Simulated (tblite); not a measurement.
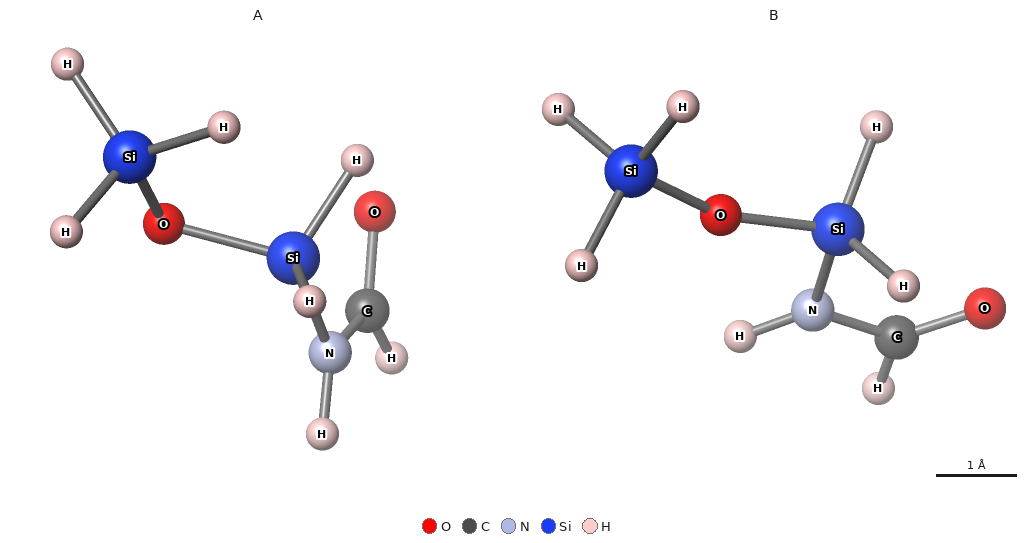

Two geometries of CH₇NO₂Si₂, drawn at one scale. One is the start of a relaxation, the other its converged end. Style: ball-and-stick. Shown from a free direction.

Computed with GFN2-xTB geometry optimisation, gas phase in tblite 0.8.0. 

> Which geometry has the lower energy?

Structure B is the relaxed one. The atom that moves furthest after the best rigid fit is an H atom (1.87 Å). By element the largest moves are H 1.87 Å, O 1.80 Å, N 0.73 Å, Si 0.53 Å, C 0.44 Å. Some distances before and after: Si–Si 2.745 → 3.173 Å, O–Si 1.717 → 1.623 Å, O–Si 1.700 → 1.616 Å, C–N 1.417 → 1.340 Å. Bond angles that change, for instance: Si–O–Si 106.9° → 157.0°, N–C–H 124.2° → 115.1°, N–Si–O 110.5° → 101.8°. Groups turn about N–Si by about 90°. After 163 geometry steps the energy has fallen by 28.9 kcal/mol.
